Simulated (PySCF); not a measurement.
C3H2BrF, SMILES `FC1C=C1Br`.

Level of theory: def2-SVP basis (PySCF), at a geometry from GFN2-xTB. No frequency check shows the geometry to be a minimum. GFN2-xTB bond lengths at metals and heavier atoms can be off by up to 0.1 Å and shapes distorted, which carries into these values.

Geometry (Å), atoms numbered from 1:

```
F1       2.4557   -0.9174   -0.3006
C2       1.7859    0.0034    0.4700
C3       1.3526    1.2822   -0.1685
C4       0.4174    0.3968    0.0685
Br5     -1.3494   -0.1131   -0.0124
H6       2.1245   -0.0886    1.4956
H7       1.6670    2.2106   -0.5767
```

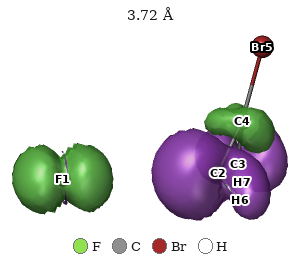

Rigid stretch of the F1–C2 bond. Broken-symmetry UHF spin density at ±0.03 e/Å³ (purple: α, green: β).

> How does the broken-symmetry solution share the spin, and how far is it from a pure singlet?

At 3.72 Å excess α spin lies mostly on C2 and excess β on F1; the two could be swapped at no cost. ⟨S²⟩ is 1.03 at 3.72 Å, against 0 for a pure singlet and 1 for an equal mix of singlet and triplet.

> Where does the UHF solution part from RHF?

Between 1.80 Å (⟨S²⟩ = 0, the two coincide) and 2.06 Å (⟨S²⟩ = 0.53); at 3.72 Å ⟨S²⟩ is 1.03 and UHF lies 3.9 eV below RHF.

> How much energy does the stretch cost?

By CASSCF, 4.2 eV from the lowest point of the scan (1.33 Å) to 3.72 Å; RHF gives 7.3 eV from its own lowest point. The fragments aren't relaxed and dynamic correlation is missing, so this isn't a bond dissociation energy.
